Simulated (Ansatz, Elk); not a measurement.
**Bonding as seen by X-rays: AlCr**

The structure of AlCr used here is made up (a known structure type with other elements) and was relaxed beforehand with PBE. The aim is the Fourier transform of its all-electron density, F(hkl), set beside the sum over free spherical atoms that refinements use.

Main program and level: Elk 11.2.3 (patched build); DFT, PBE, all-electron APW+lo, Dirac cores, scalar-relativistic bands, static density, no spin.

The structure was built from a prototype and need not be the compound's stable phase.

### 1. Set-up

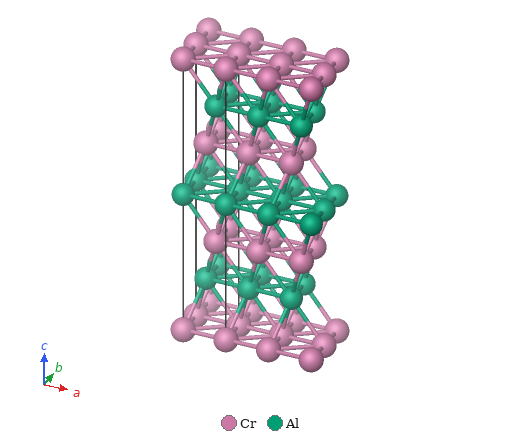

Start, viewed slightly off an axis; chromium pink, aluminium teal. 3×2×1 cells are drawn. This picture shows the conventional cell, with its axes. Some periodic images of atoms are drawn too.

### 2. Ground state and structure factors

An all-electron density is needed, since X-rays see the cores too. Task 0 finds the density and task 195 Fourier-transforms it; tshift is off so that phases refer to the origin typed.

The input, elk.in:

```
tasks
  0
  195

xctype
  20

spinpol
  .false.

rgkmax
  7.0

gmaxvr
  14.0

lmaxo
  7

lmaxapw
  8

swidth
  0.002

tshift
  .false.

ramdisk
  .false.

hmaxvr
  5.5

maxscl
  120

epspot
  1e-06

sppath
  './'

avec
  2.52852045667 1.45984196631 8.12202725322
  -2.52852045667 1.45984196631 8.12202725322
  0.00000000000 -2.91968393262 8.12202725322

atoms
  2
  'Cr.in'
  1
  0.0000000000 -0.0000000000 0.0000000000   0.000000 0.000000 0.000000
  'Al.in'
  1
  0.5000000000 0.5000000000 0.5000000000   0.000000 0.000000 0.000000

ngridk
  10 10 10
```

Launch:

```
$ OMP_NUM_THREADS=4 elk
```

Numbers of over 12 decimals in the logs are rounded to 6 here.

The log of the run:

```text
┌─────────────────────────┐
│ Elk code version 11.2.3 │
└─────────────────────────┘

All units are atomic (Hartree, Bohr, etc.)

┌─────────────────────────────────────────────────┐
│ Ground-state run starting from atomic densities │
└─────────────────────────────────────────────────┘

Lattice vectors :
   2.528520457       1.459841966       8.122027253
  -2.528520457       1.459841966       8.122027253
   0.000000000      -2.919683933       8.122027253

Reciprocal lattice vectors :
   1.242462819      0.7173362428      0.2578660520
  -1.242462819      0.7173362428      0.2578660520
 -0.1867945570E-16  -1.434672486      0.2578660520

Unit cell volume      :    179.8821247
Brillouin zone volume :    1.378959771

Muffin-tin inner radius fraction :   0.1000000000E-01

Nuclei treated as point charges

Species : 1 (Cr)
 parameters loaded from : Cr.in
 name : chromium
 nuclear charge    :   -24.00000000
 electronic charge :    24.00000000
 atomic mass :    94783.09202
 muffin-tin radius :    2.400000000
 number of radial points in muffin-tin :    993
 inner part over the whole radius :   0.9857795597E-02
 number on inner part of muffin-tin    :    699
 approximate nuclear radius :   0.6987106690E-04
 number of mesh points to nuclear radius :    328
 atomic positions (lattice), magnetic fields (Cartesian) :
  1 :   0.00000000  0.00000000  0.00000000    0.00000000  0.00000000  0.00000000

Species : 2 (Al)
 parameters loaded from : Al.in
 name : aluminium
 nuclear charge    :   -13.00000000
 electronic charge :    13.00000000
 atomic mass :    49184.33496
 muffin-tin radius :    2.200000000
 number of radial points in muffin-tin :    793
 inner part over the whole radius :   0.9821194981E-02
 number on inner part of muffin-tin    :    552
 approximate nuclear radius :   0.5839653600E-04
 number of mesh points to nuclear radius :    244
 atomic positions (lattice), magnetic fields (Cartesian) :
  1 :   0.50000000  0.50000000  0.50000000    0.00000000  0.00000000  0.00000000

Total number of atoms per unit cell :    2
Total muffin-tin volume :    102.5080739
 ratio of muffin-tin to unit cell volume :   0.5698624812

Spin treatment :
 spin-unpolarised

Number of Bravais lattice symmetries :   12
Number of crystal symmetries         :   12
Crystal has inversion symmetry
Real symmetric eigensolver will be used

k-point grid :     10    10    10
k-point offset :    0.000000000       0.000000000       0.000000000
k-point set is reduced with full crystal symmetry group
Total number of k-points :      116

Muffin-tin radius times maximum |G+k| :    7.000000000
 using average radius
Maximum |G+k| for APW functions       :    3.043478261
Maximum (1/2)|G+k|²                   :    4.631379962
Maximum |G| for potential and density :    14.00000000
Constant for pseudocharge density :    8
 order of it for each species :   15  15
 order of it for pair densities of each species (exact exchange by exxq0 0: 16) :   11   8
Radial integration step length :    1

G-vector grid sizes :     40    40    40
Number of G-vectors :     8341

Maximum angular momentum used for
 APW functions            :    8
 outer part of muffin-tin :    7
 inner part of muffin-tin :    2

Total nuclear charge    :   -37.00000000
Total core charge       :    14.00000000
Total valence charge    :    23.00000000
Total excess charge     :    0.000000000
Total electronic charge :    37.00000000

Effective Wigner radius, rₛ :    1.050910888

Number of empty states         :      8
Total number of valence states :     20
Total number of core states    :     14

Third-order local-orbitals added for an l without core states : T
Total number of local-orbitals :     33

Exchange-correlation functional :     20     0     0
 Perdew-Burke-Ernzerhof, Phys. Rev. Lett. 77, 3865 (1996)
 gradient requirement :    1
 generalised gradient approximation (GGA)

Smearing type :    3
 Fermi-Dirac
Smearing width :   0.2000000000E-02
Effective electronic temperature (K) :    631.5500496

Mixing type :    3
[...]
xc potential                :     -73.222004979210
 exchange                    :     -65.074690213589
 correlation                 :     -1.610223
 electron entropic           :    -0.56782711175294E-03
 total energy                :     -1293.8058679815

Density of states at Fermi energy :    43.29118287
 (states/Hartree/unit cell)

Estimated indirect band gap :   0.3701830835E-03
 from k-point 78 to k-point 77
Estimated direct band gap   :   0.1851836036E-01
 at k-point 109

Charges :
 core                        :    14.00000000
 valence                     :    23.00000000
 interstitial                :    3.315160138
 muffin-tins (core leakage)
  species : 1 (Cr)
   atom 1                    :    21.94922059     ( -0.2234876249E-06)
  species : 2 (Al)
   atom 1                    :    11.73561927     (  0.5045830625E-03)
 total in muffin-tins        :    33.68483986
 total calculated charge     :    36.99924506
 total charge                :    37.00000000
 error                       :   0.7549353527E-03

RMS change in Kohn-Sham potential (target) :   0.7054968375     (  0.1000000000E-05)
Absolute change in total energy (target)   :   0.1610415172     (  0.1000000000E-03)

[... loops 3 to 14 left out ...]

┌──────────────────┐
│ Loop number : 15 │
└──────────────────┘

Energies :
 Fermi                       :     0.325543
 sum of occupied eigenvalues :     -739.98728329321
 electron kinetic            :      1306.2477113553
 core electron kinetic       :      1143.6610003407
 Coulomb                     :     -2532.4894059044
 Coulomb potential           :     -1958.8614795673
 nuclear-nuclear             :     -228.29551816237
 electron-nuclear            :     -2657.1996755817
 Hartree                     :      353.00578783967
 Madelung                    :     -1553.0586661207
 xc potential                :     -87.373515081206
 exchange                    :     -65.849989125756
 correlation                 :     -1.609251
 electron entropic           :    -0.75017011137682E-03
 total energy                :     -1293.7016845301

Density of states at Fermi energy :    59.65004467
 (states/Hartree/unit cell)

Estimated indirect band gap :   0.4244861949E-03
 from k-point 84 to k-point 89
Estimated direct band gap   :   0.5553880473E-02
 at k-point 70

Charges :
 core                        :    14.00000000
 valence                     :    23.00000000
 interstitial                :    2.740070311
 muffin-tins (core leakage)
  species : 1 (Cr)
   atom 1                    :    22.86402658     ( -0.2234889074E-06)
  species : 2 (Al)
   atom 1                    :    11.39590311     (  0.4852126992E-03)
 total in muffin-tins        :    34.25992969
 total calculated charge     :    36.99926211
 total charge                :    37.00000000
 error                       :   0.7378907128E-03

RMS change in Kohn-Sham potential (target) :   0.6586725057E-06 (  0.1000000000E-05)
Absolute change in total energy (target)   :   0.8447808568E-05 (  0.1000000000E-03)

Convergence targets achieved

┌──────────────────┐
│ Loop number : 16 │
└──────────────────┘

Energies :
 Fermi                       :     0.325542
 sum of occupied eigenvalues :     -739.98729058530
 electron kinetic            :      1306.2477115934
 core electron kinetic       :      1143.6609974671
 Coulomb                     :     -2532.4894123699
 Coulomb potential           :     -1958.8614777717
 nuclear-nuclear             :     -228.29551816237
 electron-nuclear            :     -2657.1996904907
 Hartree                     :      353.00579628313
 Madelung                    :     -1553.0586734841
 xc potential                :     -87.373524407059
 exchange                    :     -65.849989622108
 correlation                 :     -1.609251
 electron entropic           :    -0.75017025193619E-03
 total energy                :     -1293.7016912539

Density of states at Fermi energy :    59.65005425
 (states/Hartree/unit cell)

Estimated indirect band gap :   0.4244981391E-03
 from k-point 84 to k-point 89
Estimated direct band gap   :   0.5553906983E-02
 at k-point 70

Charges :
 core                        :    14.00000000
 valence                     :    23.00000000
 interstitial                :    2.740070111
 muffin-tins (core leakage)
  species : 1 (Cr)
   atom 1                    :    22.86402706     ( -0.2234885486E-06)
  species : 2 (Al)
   atom 1                    :    11.39590283     (  0.4852127204E-03)
 total in muffin-tins        :    34.25992989
 total calculated charge     :    36.99926211
 total charge                :    37.00000000
 error                       :   0.7378907119E-03

┌──────────────────────────────┐
│ Self-consistent loop stopped │
└──────────────────────────────┘

Warning : core states of species 2 leak from the muffin-tin :   0.4852127204E-03

Wrote STATE.OUT
```

Run time: 12 s. Hardware: 4 threads of Arm Neoverse V2, shared host; peak memory 0.15 GiB.

SFACRHO.OUT:

```text

h k l indices transformed by vhmat matrix:
   1.000000000       0.000000000       0.000000000    
   0.000000000       1.000000000       0.000000000    
   0.000000000       0.000000000       1.000000000    

      h      k      l  multipl.   |H|            Re(F)            Im(F)           |F|

      0      0      0      1   0.0000000       37.000000      0.23286743E-17   37.000000    
     -1     -1     -1      2  0.77359816       10.268950     -0.34173440E-14   10.268950    
      1      0      0      6   1.4576625       8.3604947      0.10542622E-14   8.3604947    
      0      1      1      6   1.5245539       25.543537     -0.21152831E-14   25.543537    
     -2     -2     -2      2   1.5471963       25.368839      0.62293947E-14   25.368839    
     -1     -2     -1      6   1.7669758       23.884510      0.40249370E-14   23.884510    
     -2     -2     -1      6   1.9289006       7.1112840     -0.19070586E-13   7.1112840    
     -3     -2     -2      6   2.3057613       6.1751335     -0.32576612E-13   6.1751335    
     -3     -3     -3      2   2.3207945       6.2814830     -0.34202517E-13   6.2814830    
     -1      0      1      6   2.4849256       19.988627     -0.36289204E-16   19.988627    
     -2     -3     -3      6   2.5127592       19.760211      0.68552118E-14   19.760211    
      0      1      2     12   2.6025583       5.6010668      0.25344992E-14   5.6010668    
     -1      1     -1      6   2.8809088       5.1650146     -0.75829169E-15   5.1650146    
     -2      0      0      6   2.9153251       17.798104      0.15580314E-14   17.798104    
     -1     -3     -2     12   2.9272294       17.664600      0.46760594E-14   17.664600    
     -3     -3     -4      6   2.9508940       17.589151      0.30064244E-13   17.589151    
      0      2      2      6   3.0491079       17.155342     -0.29939225E-14   17.155342    
     -4     -4     -4      2   3.0943926       17.048373      0.88265112E-14   17.048373
```

Elk indexes on the primitive cell of elk.in and gives |H| = 4π sin θ/λ in inverse bohr. Below, one row stands for each form hkl of the conventional cell (m members, Friedel mates merged), F is for one primitive cell and the density is static (no thermal factor). Free-atom factors are Waasmaier and Kirfel's, and R is Σm||F|−|F'||/Σm|F|.

```csv
hkl,m,sin θ/λ (Å⁻¹),"abs F, DFT",neutral atoms,diff.
003,2,0.116,10.269,10.394,-0.125
101,6,0.219,8.361,8.728,-0.367
012,6,0.229,25.544,25.993,-0.449
006,2,0.233,25.369,25.832,-0.463
104,6,0.266,23.884,24.314,-0.430
015,6,0.290,7.111,7.283,-0.172
107,6,0.347,6.175,6.248,-0.073
009,2,0.349,6.282,6.211,+0.071
110,6,0.374,19.989,19.938,+0.051
018,6,0.378,19.760,19.785,-0.024
113,12,0.391,5.601,5.577,+0.024
021,6,0.433,5.165,5.070,+0.095
202,6,0.438,17.798,17.712,+0.086
116,12,0.440,17.665,17.655,+0.010
```

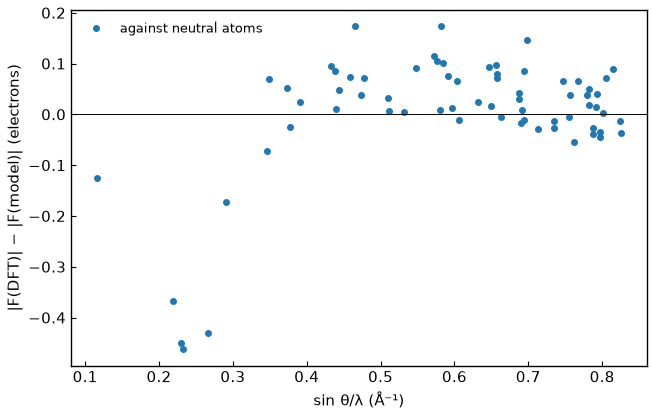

Difference between the calculated structure factors and the independent-atom ones.

### 3. The highest occupied states alone

An energy window below the Fermi level keeps the highest occupied states, to see at which angles they scatter; shallow core shells can lie inside it and anion s states outside. No new self-consistency is needed.

elk.in, as its differences from that of step 2:

```diff
@@ -1,3 +1,2 @@
 tasks
-  0
   195
@@ -40,2 +39,5 @@
 
+wsfac
+  -0.041950 0.625540
+
 sppath
```

Launch:

```
$ OMP_NUM_THREADS=4 elk
```

The log of the run:

```text
┌─────────────────────────────────┐
│ Elk code version 11.2.3 started │
└─────────────────────────────────┘

Info(readinput): the functional depends on the density's gradient
 muffin-tin radial points multiplied by    2.00000
 (not where nrmtscf is given)

┌────────────────────┐
│ Current task : 195 │
└────────────────────┘

Info(sfacrho): density structure factors written to SFACRHO.OUT

 Energy window :  -0.4195000000E-01  0.6255400000

┌──────────────────┐
│ Elk code stopped │
└──────────────────┘
```

Run time: 1.8 s. Hardware: 4 threads; peak memory 0.16 GiB; 3.1 s of CPU time.

States within 10 eV below the Fermi level hold 8.95 electrons; any levels below the window count with the cores. Their amplitudes can exceed the total, where window and core parts have opposite phase:

```csv
hkl,sin θ/λ (Å⁻¹),"abs F, window","abs F, all"
003,0.116,2.787,10.269
101,0.219,1.872,8.361
012,0.229,1.779,25.544
006,0.233,1.713,25.369
104,0.266,1.286,23.884
015,0.290,1.383,7.111
107,0.347,0.988,6.175
009,0.349,1.115,6.282
110,0.374,0.893,19.989
018,0.378,0.797,19.760
```

### 4. Another functional

The difference from free atoms is small, so it is set against the change that LDA (Perdew-Wang) makes.

elk.in, as its differences from that of step 3:

```diff
@@ -1,2 +1,3 @@
 tasks
+  0
   195
@@ -4,3 +5,3 @@
 xctype
-  20
+  3
 
@@ -39,5 +40,2 @@
 
-wsfac
-  -0.041950 0.625540
-
 sppath
```

Launch:

```
$ OMP_NUM_THREADS=4 elk
```

The log of the run:

```text
┌─────────────────────────┐
│ Elk code version 11.2.3 │
└─────────────────────────┘

All units are atomic (Hartree, Bohr, etc.)

┌─────────────────────────────────────────────────┐
│ Ground-state run starting from atomic densities │
└─────────────────────────────────────────────────┘

Lattice vectors :
   2.528520457       1.459841966       8.122027253
  -2.528520457       1.459841966       8.122027253
   0.000000000      -2.919683933       8.122027253

Reciprocal lattice vectors :
   1.242462819      0.7173362428      0.2578660520
[...]
interstitial                :    2.706208739
 muffin-tins (core leakage)
  species : 1 (Cr)
   atom 1                    :    22.88628877     ( -0.3576940040E-05)
  species : 2 (Al)
   atom 1                    :    11.40750249     (  0.5133317201E-03)
 total in muffin-tins        :    34.29379126
 total calculated charge     :    36.99922089
 total charge                :    37.00000000
 error                       :   0.7791071695E-03

┌──────────────────────────────┐
│ Self-consistent loop stopped │
└──────────────────────────────┘

Warning : core states of species 2 leak from the muffin-tin :   0.5133317201E-03

Wrote STATE.OUT
[key lines of the parts left out:]
total energy                :     -1290.7894893109
```

Run time: 7.5 s. Hardware: 4 threads; peak memory 0.16 GiB.

Against the first run R = 0.10 %; the largest change is -0.030 at 110.

### 5. Basis size

The basis and the expansions that go with it are enlarged, to see whether the differences are converged.

elk.in, as its differences from that of step 4:

```diff
@@ -5,3 +5,3 @@
 xctype
-  3
+  20
 
@@ -11,12 +11,12 @@
 rgkmax
-  7.0
+  8.5
 
 gmaxvr
-  14.0
+  18.0
 
 lmaxo
-  7
+  9
 
 lmaxapw
-  8
+  10
```

Launch:

```
$ OMP_NUM_THREADS=4 elk
```

The log of the run:

```text
┌─────────────────────────┐
│ Elk code version 11.2.3 │
└─────────────────────────┘

All units are atomic (Hartree, Bohr, etc.)

┌─────────────────────────────────────────────────┐
│ Ground-state run starting from atomic densities │
└─────────────────────────────────────────────────┘

Lattice vectors :
   2.528520457       1.459841966       8.122027253
  -2.528520457       1.459841966       8.122027253
   0.000000000      -2.919683933       8.122027253

Reciprocal lattice vectors :
   1.242462819      0.7173362428      0.2578660520
[...]
interstitial                :    2.734332918
 muffin-tins (core leakage)
  species : 1 (Cr)
   atom 1                    :    22.86972746     ( -0.2234885343E-06)
  species : 2 (Al)
   atom 1                    :    11.39593962     (  0.4851184130E-03)
 total in muffin-tins        :    34.26566708
 total calculated charge     :    36.99947570
 total charge                :    37.00000000
 error                       :   0.5242995925E-03

┌──────────────────────────────┐
│ Self-consistent loop stopped │
└──────────────────────────────┘

Warning : core states of species 2 leak from the muffin-tin :   0.4851184130E-03

Wrote STATE.OUT
[key lines of the parts left out:]
total energy                :     -1293.7046213774
```

Elapsed: 26 s, on 4 threads; peak memory 0.16 GiB.

Against the first run R = 0.01 %; the largest change is +0.005 at 2 0 11.

### 6. A coarser k-mesh

About half the k-points along each axis test the sampling.

elk.in, as its differences from that of step 5:

```diff
@@ -11,12 +11,12 @@
 rgkmax
-  8.5
+  7.0
 
 gmaxvr
-  18.0
+  14.0
 
 lmaxo
-  9
+  7
 
 lmaxapw
-  10
+  8
 
@@ -58,2 +58,2 @@
 ngridk
-  10 10 10
+  5 5 5
```

Launch:

```
$ OMP_NUM_THREADS=4 elk
```

The log of the run:

```text
┌─────────────────────────┐
│ Elk code version 11.2.3 │
└─────────────────────────┘

All units are atomic (Hartree, Bohr, etc.)

┌─────────────────────────────────────────────────┐
│ Ground-state run starting from atomic densities │
└─────────────────────────────────────────────────┘

Lattice vectors :
   2.528520457       1.459841966       8.122027253
  -2.528520457       1.459841966       8.122027253
   0.000000000      -2.919683933       8.122027253

Reciprocal lattice vectors :
   1.242462819      0.7173362428      0.2578660520
[...]
interstitial                :    2.737681306
 muffin-tins (core leakage)
  species : 1 (Cr)
   atom 1                    :    22.86573909     ( -0.2234884384E-06)
  species : 2 (Al)
   atom 1                    :    11.39657960     (  0.4852893525E-03)
 total in muffin-tins        :    34.26231869
 total calculated charge     :    36.99919473
 total charge                :    37.00000000
 error                       :   0.8052729218E-03

┌──────────────────────────────┐
│ Self-consistent loop stopped │
└──────────────────────────────┘

Warning : core states of species 2 leak from the muffin-tin :   0.4852893525E-03

Wrote STATE.OUT
[key lines of the parts left out:]
total energy                :     -1293.7020602003
```

Run time: 5.6 s. Hardware: 4 threads; peak memory 0.16 GiB.

Against the first run R = 0.03 %; the largest change is -0.009 at 0 0 15.

### 7. Settings against the effect

```csv
run,R against the first run (%),"R against neutral atoms, low angle (%)",wall time
"PBE, rgkmax 7",0.00,2.10,12 s
LDA (Perdew-Wang),0.10,2.10,7.5 s
rgkmax 8.5 with larger expansions,0.01,2.10,26 s
k-mesh 5×5×5,0.03,2.09,5.6 s
```

### 8. What came out

```
R against neutral atoms, sin θ/λ < 0.3 Å⁻¹ : 2.10 %
R against neutral atoms, 0.3 to 0.82 Å⁻¹   : 0.51 %
```

**Reading.** Independent neutral atoms miss the calculated amplitudes by R = 2.10 % below 0.3 Å⁻¹ and 0.51 % from there to 0.82 Å⁻¹; by shells, 1.22 % below 0.15 Å⁻¹ (1 form), 2.14 % 0.15 to 0.3 (5 forms), 0.35 % 0.3 to 0.45 (9 forms), 0.55 % above 0.45 (53 forms). Bonding, aspherical density and the tables' own atoms all enter these figures, and the runs don't part them. The largest change of an amplitude is -0.46 electrons, at 006. The window's part falls from 9.0 electrons at the origin to at most 0.64 between 0.45 and 0.82 Å⁻¹. Below 0.3 Å⁻¹ the changes that finished (LDA (Perdew-Wang), rgkmax 8.5 with larger expansions and k-mesh 5×5×5) move F by R = 0.03 % at most, against the 2.10 % that separates it from free atoms. These runs have no spin, though d or f shells may be open. Part of the difference isn't bonding: the tables are fits to free atoms and ions calculated by other methods than this functional. Thermal motion, anomalous dispersion and extinction are left out.

[Logs are printed without paths, hosts, clocks, repeated set-up lines and the standing remarks that a program may print on its own settings, such as how far it seeks lower states.]

[Hosts, paths, dates, database ids (printed as entryN), source tags and the programs' standing remarks are cut or masked in the printed files.]
